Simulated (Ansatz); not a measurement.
# A computed series for Pt: pressure series

The parent structure is Pt in the fcc (Cu type) structure (space group Fm-3m, No. 225; a = 3.9701 Å).

Cell and atoms are relaxed at each pressure.

All numbers come from Kohn–Sham DFT with the PBE functional, run in Ansatz (a quantum-chemistry and plane-wave program) with PAW and 420 eV plane waves, scalar-relativistic without spin-orbit coupling, earlier PAW set.

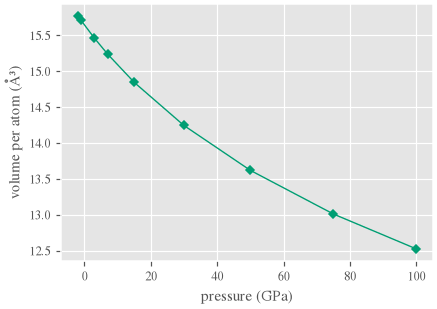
Figure. Volume against pressure

Estimate the zero-pressure bulk modulus from the plot.

About 250 GPa; a third-order Birch–Murnaghan fit to the points gives V₀ = 15.64 Å³/atom, B₀ = 250 GPa and B₀′ = 5.3.

Measured bulk modulus of Pt: 289 GPa (static lattice; corrected from measurement; as listed in H. Levämäki et al., Physical Review B (2014)); the computed value is 13 % below it.

Load acts through the strain it causes; cell and atoms are relaxed under it. No phonon test of stability was made. Competing high-pressure phases were not computed. The final runs are not spin-polarised.
